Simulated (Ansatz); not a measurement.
# SnTe: pressure series

Start from SnTe in the rock salt structure (space group Fm-3m, No. 225; a = 6.409 Å).

Cell and atoms are relaxed at each pressure.

Levels (all Ansatz, an electronic-structure program, PAW): PBE (420 eV, without spin-orbit coupling); PBEsol (420 eV, no spin-orbit coupling).

The base cell above is that of PBE; each level relaxes its own structures.

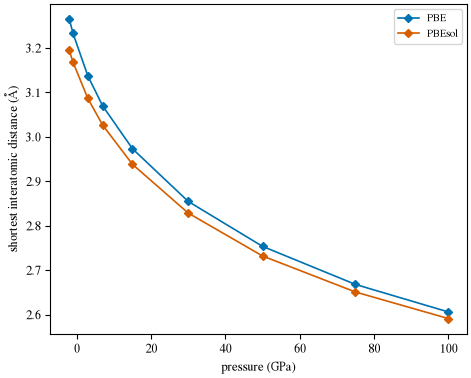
Figure. Shortest interatomic distance under two levels

Problem. How do the two levels compare along the series?

Solution. PBE lies above PBEsol in every row, by 0.015 Å to 0.071 Å. They put the cases in the same order.

Load acts through the strain it causes; cell and atoms are relaxed under it. No phonon test of stability was made. Competing high-pressure phases were not computed. The final runs are not spin-polarised.
